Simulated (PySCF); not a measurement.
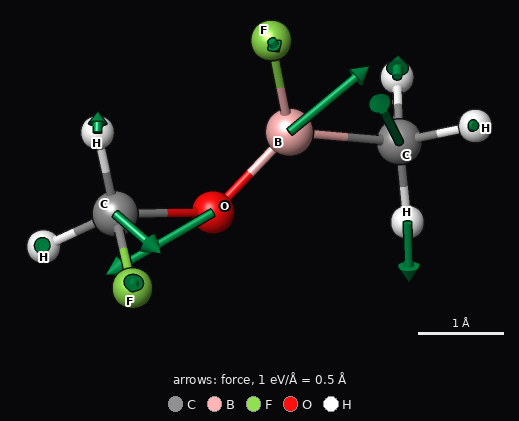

Starting geometry of C2H5BF2O with the computed forces as green arrows. Style: ball-and-stick. Shown at a tilt.

The start comes from GFN2-xTB. Its atoms were then displaced at random by about 0.01 Å.

Level of theory: PBE0-D3(BJ)/def2-SVP geometry optimisation, gas phase in PySCF 2.14.0, density-fitted response routines. 

**What follows when this structure is relaxed?**

It isn't relaxed: the largest force vector, on the O atom, is 3.04 eV/Å. The final displacements have little in common with the starting forces (cosine between the two patterns 0.08). After 14 geometry steps the energy has fallen by 18.1 kJ/mol. An F atom moves most after the best rigid fit: 0.34 Å. By element the largest moves are F 0.34 Å, H 0.29 Å, O 0.10 Å, C 0.04 Å, B 0.04 Å. Some distances before and after: B–O 1.313 → 1.361 Å, B–C 1.606 → 1.558 Å, C–H 1.055 → 1.097 Å, C–O 1.417 → 1.384 Å. Bond angles that change, for instance: F–C–H 105.6° → 108.2°, B–O–C 124.1° → 121.6°, F–C–H 106.3° → 108.7°. The run took 57 s on 1 thread of Arm Neoverse V1 (shared host).
